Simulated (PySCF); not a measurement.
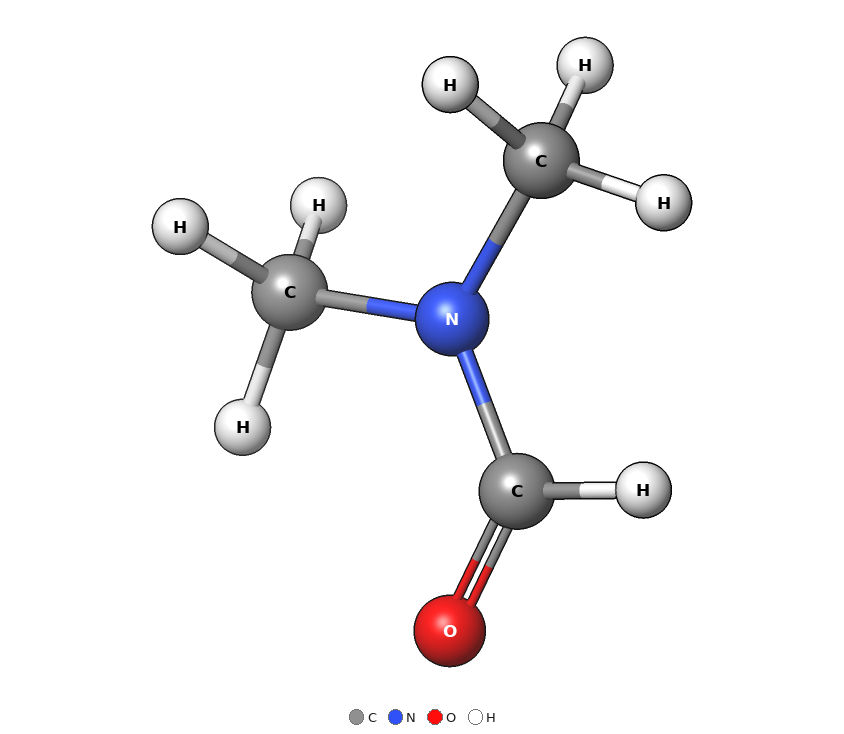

Ball-and-stick drawing of a structure.

Computed geometry: PBE0-D3(BJ)/def2-SVP optimisation. No frequency run is at hand to confirm it as a minimum.

Description:

It has 12 atoms: 3 carbon, 7 hydrogen, 1 nitrogen and 1 oxygen (C3H7NO). As SMILES it reads `CN(C)C=O`. It has no ring. Among its groups: amide. Coordination: 2 C tetrahedral; 1 N trigonal planar; 1 C trigonal planar.

More results for the same structure follow; atom numbers are the same in all pictures, views and colours differ.

**Geometry**

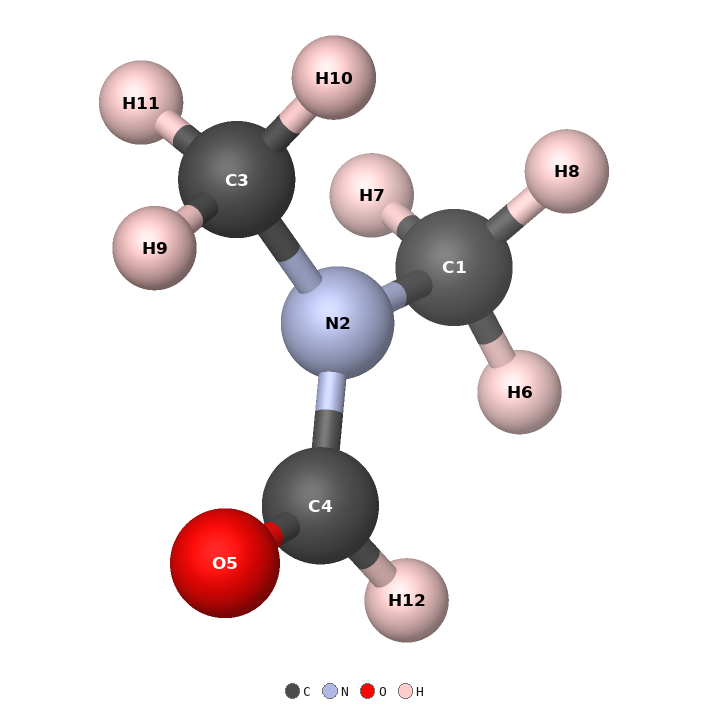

No frequency run is at hand to confirm it as a minimum.

Which atoms are bonded, and how long are the bonds?

```tsv
bond	length (Å)	order
C1–N2	1.435	single
C1–H6	1.100	single
C1–H7	1.104	single
C1–H8	1.104	single
N2–C3	1.439	single
N2–C4	1.360	single
C3–H9	1.098	single
C3–H10	1.104	single
C3–H11	1.104	single
C4–O5	1.209	double
C4–H12	1.118	single
```

**Spin–spin coupling**

No frequency run is at hand to confirm it as a minimum. Properties computed with B97-2/pcJ-1 indirect spin-spin coupling, non-relativistic, gas phase (PySCF 2.14.0). Isotopes: 13C, 1H, 15N, 17O.

Give the spin–spin coupling constants of these pairs, with the number of bonds between them: C1/N2, N2/C4, N2/H12, N2/O5, N2/H6, N2/H10, N2/H9, N2/H11.

```
   pair  bonds apart  J (Hz)
 C1, N2            1   −14.6
 N2, C4            1   −15.1
N2, H12            2   −16.6
 N2, O5            2    −1.3
 N2, H6            2     1.2
N2, H10            2     0.6
 N2, H9            2     1.3
N2, H11            2     0.6
```

**Dipole moment**

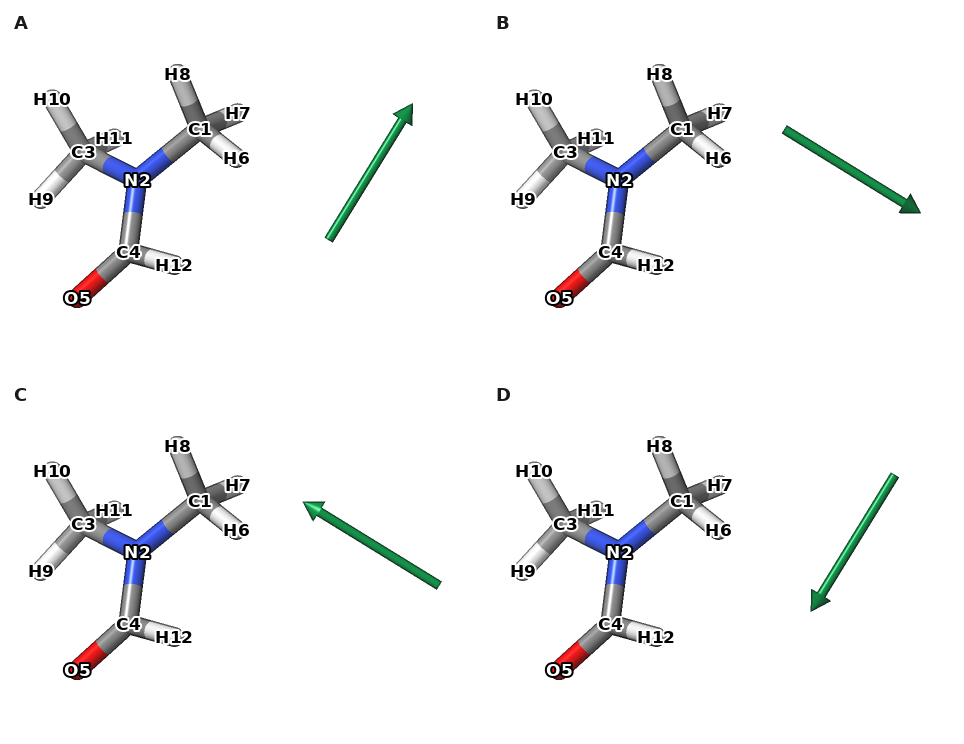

The same molecule four times, each with an arrow. No frequency run is at hand to confirm it as a minimum. Properties computed with PBE/pcJ-1, gas phase (PySCF 2.14.0).

**Which arrow points along the dipole moment, from the negative to the positive end?**

A. The dipole moment is 3.85 D; it points from the side of O5 to the side of H7, H8 (the outermost atoms at the two ends).

**NMR shielding**

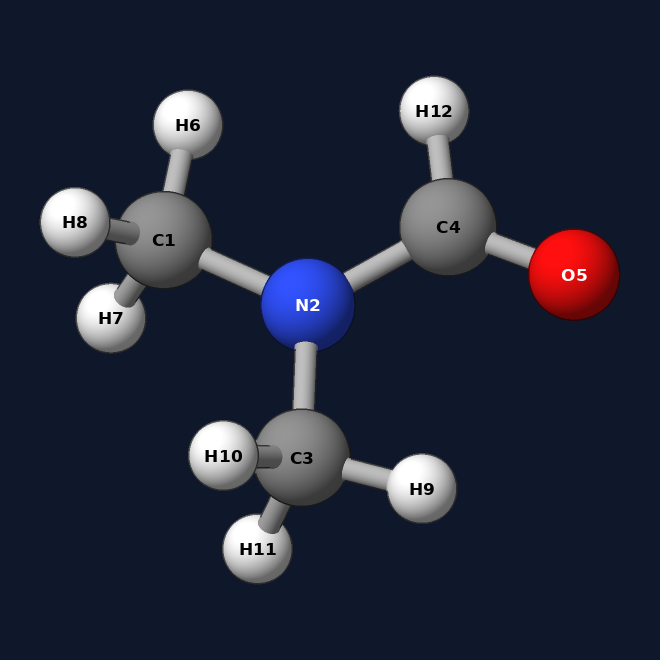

No frequency run is at hand to confirm it as a minimum. Method: GIAO PBE0/cc-pVTZ NMR shielding, non-relativistic, gas phase (PySCF 2.14.0). Principal shieldings σ11 ≤ σ22 ≤ σ33, span Ω = σ33 − σ11, skew κ = 3(σiso − σ22)/Ω.

Give the shielding tensors of the O atoms.

```json
{"atom": "O5", "σ11": "−342.4", "σ22": "−179.7", "σ33": "319.5", "σiso": "−67.5", "Ω": "661.9", "κ": "0.51"}
```

Shieldings and span in ppm.
